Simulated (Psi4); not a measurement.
# HF/cc-pVTZ run of SiH4O (SMILES [H][Si]([H])([H])O)

What is the energy change on altering one bond length of SiH4O at HF/cc-pVTZ? Input form: a Python script.

The calculation is run with Psi4 1.11.

8 further runs of the same task are left out: 8 that didn't finish.

**1. Starting point**

SiH4O: 6 atoms, total charge 0, spin state singlet. As SMILES, `[H][Si]([H])([H])O`. The coordinates come from a GFN2-xTB relaxation.

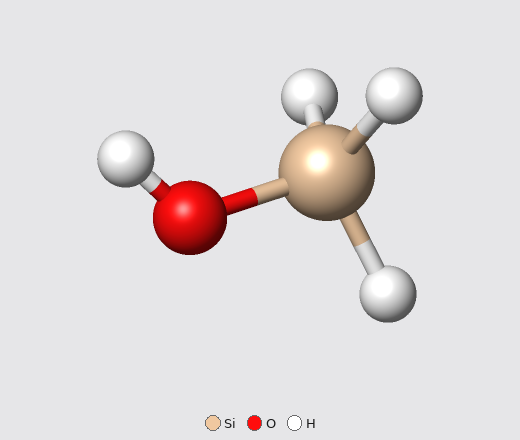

Viewed from a chosen angle; silicon light orange, oxygen red, hydrogen white.

**2. Energy and gradient at HF/cc-pVTZ**

Contents of calc.py:

```python
import psi4

psi4.set_memory('1600 MB')
psi4.set_num_threads(1)
psi4.set_output_file('output.dat', False)

m = psi4.geometry("""
Si    -0.059940    -0.114970    -0.407910
O     -0.059540    -0.091910     1.217130
H      0.327320     0.620940     1.717260
H      1.313150    -0.112770    -0.916850
H     -0.760380     1.058380    -0.933190
H     -0.760600    -1.359670    -0.676430
symmetry c1
""")

psi4.set_options(dict(basis='cc-pVTZ', puream=True, e_convergence=1e-09, d_convergence=1e-08, scf_type='pk'))

e_tot, wfn = psi4.gradient("scf", molecule=m, return_wfn=True)
psi4.oeprop(wfn, "QUADRUPOLE", "WIBERG_LOWDIN_INDICES", "MAYER_INDICES", title="SCF")
print('gradient / Eh bohr^-1')
print(e_tot.np.round(6))
print(f'energy = {wfn.energy():.10f} Eh')
```

The run is started by

```
$ python calc.py
```

output.dat:

```text
[...]
  Running in c1 symmetry.
[...]
  Nuclear repulsion =   65.669477756288146
[...]
  Multiplicity = 1
[...]
  Nalpha       = 13
  Nbeta        = 13
[...]
    Number of basis functions: 120
[...]
   @RHF iter   1:  -366.11464136815943   -5.72889e-01   3.82557e-03 DIIS/ADIIS
[...]
   @RHF iter  10:  -366.20529505095806   -1.17097e-11   5.24680e-09 DIIS
[...]
    Orbital Energies [Eh]
    ---------------------
    Doubly Occupied:
       1A    -68.785802     2A    -20.551756     3A     -6.132954
       4A     -4.239792     5A     -4.239155     6A     -4.239012
       7A     -1.343466     8A     -0.768003     9A     -0.646528
      10A     -0.555083    11A     -0.554982    12A     -0.473983
      13A     -0.456189
[...]
  @RHF Final Energy:  -366.20529505095806
   => Energetics <=
    Nuclear Repulsion Energy =             65.6694777562881455
    One-Electron Energy =                -637.7761380058481109
    Two-Electron Energy =                 205.9013651986018658
    Total Energy =                       -366.2052950509580569
[...]
  -Total Gradient:
     Atom            X                  Y                   Z
    ------   -----------------  -----------------  -----------------
       1       -0.000157471952    -0.000057984306    -0.009207756383
       2       -0.008192603012    -0.015324985860    -0.020896203538
       3        0.006657530388     0.012380806496     0.009929444345
       4       -0.004643394856     0.000997797093     0.005280907601
       5        0.003283431422    -0.003561500668     0.005366790665
       6        0.003052508010     0.005565867245     0.009526817306
[...]
 Multipole Moments:
 ------------------------------------------------------------------------------------
     Multipole            Electronic (a.u.)      Nuclear  (a.u.)        Total (a.u.)
 ------------------------------------------------------------------------------------
 L = 1.  Multiply by 2.5417464519 to convert [e a0] to [Debye]
 Dipole X            :         -0.0493512            0.3078006            0.2584494
 Dipole Y            :         -0.0705606            0.5432950            0.4727343
 Dipole Z            :          1.3289260           -1.3312588           -0.0023328
 Magnitude           :                                                    0.5387757
 L = 2.  Multiply by 1.3450342976 to convert [e a0^2] to [Debye ang]
 Quadrupole XX       :        -26.7194025           10.7591043          -15.9602982
 Quadrupole XY       :         -0.6132602            1.1722656            0.5590054
[...]
```

The script printed:

```text
gradient / Eh bohr^-1
[[-1.5700e-04 -5.8000e-05 -9.2080e-03]
 [-8.1930e-03 -1.5325e-02 -2.0896e-02]
 [ 6.6580e-03  1.2381e-02  9.9290e-03]
 [-4.6430e-03  9.9800e-04  5.2810e-03]
 [ 3.2830e-03 -3.5620e-03  5.3670e-03]
 [ 3.0530e-03  5.5660e-03  9.5270e-03]]
energy = -366.2052950510 Eh
```

It took 20 s on 1 thread of Intel Xeon Platinum 8488C (Sapphire Rapids), shared host; peak memory 0.78 GiB.

**3. The distorted shape: the energy at HF/cc-pVTZ**

Contents of job.py:

```python
import psi4

psi4.set_memory('1600 MB')
psi4.set_num_threads(1)
psi4.set_output_file('h4osi.out', False)

geom = psi4.geometry("""
Si    -0.369448    -0.685286    -0.808039
O     -0.369048    -0.662226     0.817001
H      0.327320     0.620940     1.717260
H      1.003642    -0.683086    -1.316979
H     -1.069888     0.488064    -1.333319
H     -1.070108    -1.929986    -1.076559
symmetry c1
no_reorient
no_com
""")

psi4.set_options({
    'basis': 'cc-pVTZ',
    'reference': 'rhf',
    'puream': True,
    'e_convergence': 1e-09,
    'd_convergence': 1e-08,
    'scf_type': 'pk',
})

energy_value, wavefunction = psi4.energy("scf", molecule=geom, return_wfn=True)
psi4.oeprop(wavefunction, "QUADRUPOLE", "WIBERG_LOWDIN_INDICES", "MAYER_INDICES", title="SCF")
print(f'total energy {energy_value:.8f} hartree = {energy_value * 27.211386:.5f} eV')
```

The run is started by

```
$ python job.py
```

h4osi.out:

```text
[...]
  Running in c1 symmetry.
[...]
  Nuclear repulsion =   62.899666195407953
[...]
  Multiplicity = 1
[...]
  Nalpha       = 13
  Nbeta        = 13
[...]
    Number of basis functions: 120
[...]
   @RHF iter   1:  -365.84335505125830   -6.91480e-01   4.66500e-03 DIIS/ADIIS
[...]
   @RHF iter  12:  -366.02554350530022   -7.50333e-12   4.01146e-09 DIIS
[...]
    Orbital Energies [Eh]
    ---------------------
    Doubly Occupied:
       1A    -68.779780     2A    -20.581386     3A     -6.127311
       4A     -4.234106     5A     -4.233497     6A     -4.233211
       7A     -1.270952     8A     -0.707634     9A     -0.548582
      10A     -0.543844    11A     -0.531631    12A     -0.447773
      13A     -0.438623
[...]
  @RHF Final Energy:  -366.02554350530022
   => Energetics <=
    Nuclear Repulsion Energy =             62.8996661954079528
    One-Electron Energy =                -632.4937536658269437
    Two-Electron Energy =                 203.5685439651188062
    Total Energy =                       -366.0255435053002202
[...]
 Multipole Moments:
 ------------------------------------------------------------------------------------
     Multipole            Electronic (a.u.)      Nuclear  (a.u.)        Total (a.u.)
 ------------------------------------------------------------------------------------
 L = 1.  Multiply by 2.5417464519 to convert [e a0] to [Debye]
 Dipole X            :         17.2414218          -16.8822274            0.3591944
 Dipole Y            :         31.6438177          -30.9837228            0.6600949
 Dipole Z            :         12.9894077          -12.8239366            0.1654711
 Magnitude           :                                                    0.7694976
 L = 2.  Multiply by 1.3450342976 to convert [e a0^2] to [Debye ang]
 Quadrupole XX       :        -39.4344820           22.8715420          -16.5629400
 Quadrupole XY       :        -23.0129733           23.4276957            0.4147224
[...]
```

On the terminal:

```text
total energy -366.02554351 hartree = -9960.06235 eV
```

It took 6.3 s on 1 thread of Intel Xeon Platinum 8488C (Sapphire Rapids), shared host; peak memory 0.77 GiB.

**4. Results**

Level: HF/cc-pVTZ.

| quantity | value |
| --- | --- |
| first shape: total energy | -366.20530 Eh |
| first shape: dipole moment | 1.37 D |
| first shape: HOMO energy | -12.41 eV |
| first shape: LUMO energy | 3.31 eV |
| first shape: HOMO–LUMO gap | 15.73 eV |
| first shape: largest force on an atom | 1.398 eV/Å |
| distorted shape: total energy | -366.02554 Eh |
| distorted shape: dipole moment | 1.96 D |
| distorted shape: HOMO energy | -11.94 eV |
| distorted shape: LUMO energy | -0.25 eV |
| distorted shape: HOMO–LUMO gap | 11.69 eV |
| energy change with the O2–H3 bond stretched from 0.953 to 1.715 Å | 4.891 eV |

In words: With the O2–H3 bond stretched from 0.953 to 1.715 Å the energy rises by 4.89 eV (472 kJ/mol). The first shape isn't relaxed at this level, so the change isn't measured from a minimum. A restricted reference can't describe the breaking bond well at this length. The largest force (first shape) is 1.40 eV/Å: the shape isn't a stationary point for this species at this level.
